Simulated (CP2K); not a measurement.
# C2H7NOSi (SMILES CN1[SiH2]C1O) at GFN0-xTB

Aim: the energy change on altering one bond length of C2H7NOSi at GFN0-xTB, from 2 runs. 

The calculation is run with CP2K 2026.2.

5 further runs of the same task are left out: 5 set aside as unsound or not needed.

## (1) The molecule

The species is C2H7NOSi (12 atoms), meant as a singlet with charge 0. As SMILES, `CN1[SiH2]C1O`. Geometry: a rough force-field guess. This is one conformer, not always the lowest.

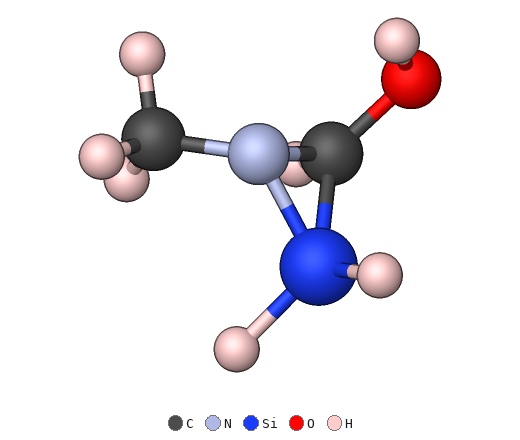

The structure, seen from a chosen angle (carbon dark grey, nitrogen light blue, silicon blue, oxygen red, hydrogen pink).

## (2) Energy and gradient at GFN0-xTB

job.inp

```
&GLOBAL
    PROJECT job
    RUN_TYPE ENERGY_FORCE
    PRINT_LEVEL MEDIUM
&END
&FORCE_EVAL
    METHOD Quickstep
    &DFT
        CHARGE 0
        MULTIPLICITY 1
        &QS
            METHOD XTB
            EPS_DEFAULT 1.0E-10
            &XTB
                GFN_TYPE 0
                CHECK_ATOMIC_CHARGES F
            &END
        &END
        &POISSON
            PERIODIC NONE
            POISSON_SOLVER ANALYTIC
        &END
        ! SCF settings
        &SCF
            SCF_GUESS ATOMIC
            EPS_SCF 1.0E-06
            MAX_SCF 150
            ADDED_MOS 2
            &DIAGONALIZATION
                ALGORITHM STANDARD
            &END
            &MIXING
                METHOD DIRECT_P_MIXING
                ALPHA 0.4
            &END
            &SMEAR ON
                METHOD FERMI_DIRAC
                ELECTRONIC_TEMPERATURE [K] 300
            &END
        &END
        ! extra output
        &PRINT
            &MOMENTS
                PERIODIC F
                REFERENCE COM
                MAX_MOMENT 1
            &END
            &MO ON
                ENERGIES T
                OCCUPATION_NUMBERS T
                NDIGITS 6
                &EACH
                    QS_SCF 0
                &END
                ADD_LAST NUMERIC
            &END
            &HIRSHFELD OFF
            &END
        &END
    &END
    ! atoms, cell and kinds
    &SUBSYS
        ! vacuum box
        &CELL
            ABC [angstrom] 16.3 15.2 16.3
            PERIODIC NONE
        &END
        &COORD
            C      6.870250     7.622650     9.030600
            N      8.018850     8.084650     8.312000
            Si     9.581350     7.893250     8.828900
            C      8.662350     7.069550     7.488300
            O      8.772250     7.459950     6.116700
            H      6.569350     8.410850     9.797300
            H      6.937250     6.685450     9.499900
            H      6.012950     7.646250     8.318500
            H      9.520650     7.409350    10.278700
            H     10.287050     9.185450     8.585100
            H      8.383850     6.014550     7.724000
            H      8.329750     8.324650     6.021300
        &END
    &END
    ! extra output
    &PRINT
        &FORCES ON
        &END
    &END
&END
```

Started as:

```bash
$ OMP_NUM_THREADS=1 cp2k.psmp job.inp > job.out
```

The log of the run:

```text
CP2K| version string:                                       CP2K version 2026.2
[...]
 GLOBAL| Method name                                                        CP2K
[...]
 GLOBAL| Run type                                                   ENERGY_FORCE
[...]
                             - Atoms:                                         12
[...]
                             - Spherical basis functions:                     39
[...]
 Number of electrons:                                                         30
[...]
  Fermi energy:                                                -0.28828150814133
[...]
 TB_DIPOLE| Moment [Debye]          2.27198696      -1.35513108       1.03487731
 TB_DIPOLE| Derivative [a.u.]       0.00000000       0.00000000       0.00000000
[...]
 ENERGY| Total FORCE_EVAL ( QS ) energy [hartree]            -16.097495335991159
 FORCES| Atomic forces [hartree/bohr]
 FORCES|   Atom     x               y               z               |f|
 FORCES|      1 -4.28469225E-02  5.65814797E-02 -3.23330044E-03   7.10477082E-02
 FORCES|      2 -3.75347891E-02 -3.31640328E-03 -1.09746593E-02   3.92466823E-02
 FORCES|      3  4.99370283E-02  1.47022654E-02  4.22739121E-02   6.70592801E-02
 FORCES|      4  1.16086615E-02 -6.39628152E-03 -1.91320851E-02   2.32746669E-02
 FORCES|      5 -1.11209874E-02 -5.42041676E-03  1.82626407E-02   2.20585884E-02
 FORCES|      6  1.12965766E-02 -1.83539498E-02 -1.20680598E-02   2.47005705E-02
 FORCES|      7  5.95079381E-03 -2.51430413E-02  1.03115966E-02   2.78193008E-02
 FORCES|      8  5.97056460E-03 -7.96570674E-03  6.21417803E-03   1.17352518E-02
 FORCES|      9  6.60703343E-03  7.09305870E-03 -2.67667940E-02   2.84679756E-02
 FORCES|     10 -4.62222054E-03 -1.76045494E-02  4.88085347E-03   1.88443045E-02
 FORCES|     11 -1.41076050E-03  1.66251844E-02 -1.33875422E-02   2.13918978E-02
 FORCES|     12  6.16502164E-03 -1.08016396E-02  3.61925995E-03   1.29530673E-02
 FORCES| Sum     1.64798730E-17 -2.68882139E-16  1.20129601E-16
[...]
```

Wall time 0.24 s (1 thread of Arm Neoverse V1, shared host).

## (3) The distorted shape, same level

molecule.inp

```
&GLOBAL
  PROJECT molecule
  RUN_TYPE ENERGY_FORCE
  PRINT_LEVEL MEDIUM
&END

&FORCE_EVAL
  METHOD Quickstep
  &DFT
    &QS
      METHOD XTB
      EPS_DEFAULT 1.0E-10
      &XTB
        GFN_TYPE 0
        CHECK_ATOMIC_CHARGES F
      &END
    &END
    &POISSON
      PERIODIC NONE
      POISSON_SOLVER ANALYTIC
    &END
    &SCF
      SCF_GUESS ATOMIC
      EPS_SCF 1.0E-06
      MAX_SCF 150
      ADDED_MOS 2
      &DIAGONALIZATION
        ALGORITHM STANDARD
      &END
      &MIXING
        METHOD DIRECT_P_MIXING
        ALPHA 0.4
      &END
      &SMEAR ON
        METHOD FERMI_DIRAC
        ELECTRONIC_TEMPERATURE [K] 300
      &END
    &END
    &PRINT
      &MOMENTS
        PERIODIC F
        REFERENCE COM
        MAX_MOMENT 1
      &END
      &MO ON
        ENERGIES T
        OCCUPATION_NUMBERS T
        NDIGITS 6
        &EACH
          QS_SCF 0
        &END
        ADD_LAST NUMERIC
      &END
      &HIRSHFELD OFF
      &END
    &END
  &END
  &SUBSYS
    &CELL
      ABC 16.3 15.2 16.4
      PERIODIC NONE
    &END
    &COORD
      C      6.870250     7.622650     9.008106
      N      8.018850     8.084650     8.289506
      Si     9.581350     7.893250     8.806406
      C      8.662350     7.069550     7.465806
      O      8.772250     7.459950     6.094206
      H      6.569350     8.410850     9.774806
      H      6.937250     6.685450     9.477406
      H      6.012950     7.646250     8.296006
      H      9.514580     7.360957    10.401194
      H     10.287050     9.185450     8.562606
      H      8.383850     6.014550     7.701506
      H      8.329750     8.324650     5.998806
    &END
  &END
  &PRINT
    &FORCES ON
    &END
  &END
&END
```

Started as:

```bash
$ OMP_NUM_THREADS=1 cp2k.psmp molecule.inp > molecule.out
```

The log of the run:

```text
CP2K| version string:                                       CP2K version 2026.2
[...]
 GLOBAL| Method name                                                        CP2K
[...]
 GLOBAL| Run type                                                   ENERGY_FORCE
[...]
                             - Atoms:                                         12
[...]
                             - Spherical basis functions:                     39
[...]
 Number of electrons:                                                         30
[...]
  Fermi energy:                                                -0.29559243593013
[...]
 TB_DIPOLE| Moment [Debye]          2.25096773      -1.10411913       0.34553589
 TB_DIPOLE| Derivative [a.u.]       0.00000000       0.00000000       0.00000000
[...]
 ENERGY| Total FORCE_EVAL ( QS ) energy [hartree]            -16.086479610988132
 FORCES| Atomic forces [hartree/bohr]
 FORCES|   Atom     x               y               z               |f|
 FORCES|      1 -4.31385987E-02  5.65622160E-02 -3.42281753E-03   7.12175446E-02
 FORCES|      2 -3.60630390E-02 -3.73731721E-03 -8.62394815E-03   3.72677180E-02
 FORCES|      3  4.92394418E-02  1.11845356E-02  5.39083505E-02   7.38628913E-02
 FORCES|      4  1.18400514E-02 -7.28318296E-03 -1.88924883E-02   2.34554404E-02
 FORCES|      5 -1.10908386E-02 -5.49770576E-03  1.85231673E-02   2.22786713E-02
 FORCES|      6  1.13022835E-02 -1.83512407E-02 -1.20780344E-02   2.47060431E-02
 FORCES|      7  5.95039489E-03 -2.51404334E-02  1.02967858E-02   2.78113715E-02
 FORCES|      8  5.93480431E-03 -7.96594244E-03  6.19407916E-03   1.17066117E-02
 FORCES|      9  6.24052016E-03  1.34442600E-02 -4.30632252E-02   4.55426568E-02
 FORCES|     10 -4.80840840E-03 -1.90102462E-02  6.99735670E-03   2.08200205E-02
 FORCES|     11 -1.58931756E-03  1.65745961E-02 -1.34861375E-02   2.14270640E-02
 FORCES|     12  6.18270609E-03 -1.07795391E-02  3.64691166E-03   1.29508410E-02
 FORCES| Sum    -5.98479599E-17  3.69496100E-16 -1.11022302E-16
[...]
```

Wall time 0.26 s (1 thread of Arm Neoverse V1, shared host).

## (4) Results

Level: GFN0-xTB.

```
                                                          quantity         value
                                         first shape: total energy  -16.09750 Eh
            first shape: dipole moment (from atomic charges alone)        2.84 D
                                          first shape: HOMO energy     -10.31 eV
                                          first shape: LUMO energy      -6.95 eV
                                        first shape: HOMO–LUMO gap       3.36 eV
                                    first shape: dispersion energy  -9.42 kJ/mol
                             first shape: largest force on an atom    3.653 eV/Å
                                     distorted shape: total energy  -16.08648 Eh
        distorted shape: dipole moment (from atomic charges alone)        2.53 D
                                      distorted shape: HOMO energy     -10.31 eV
                                      distorted shape: LUMO energy      -7.15 eV
                                    distorted shape: HOMO–LUMO gap       3.17 eV
                                distorted shape: dispersion energy  -9.36 kJ/mol
                         distorted shape: largest force on an atom    3.798 eV/Å
energy change with the Si3–H9 bond stretched from 1.530 to 1.683 Å      0.300 eV
```

In words: With the Si3–H9 bond stretched from 1.530 to 1.683 Å the energy rises by 0.30 eV (6.9 kcal/mol). The first shape isn't relaxed at this level, so the change isn't measured from a minimum. The largest force (first shape) is 3.65 eV/Å: the shape isn't a stationary point for this species at this level. The dipole (first shape) comes from point charges on the atoms alone, without atomic dipoles, so it is partial. The dipole (distorted shape) comes from point charges on the atoms alone, without atomic dipoles, so it is partial.
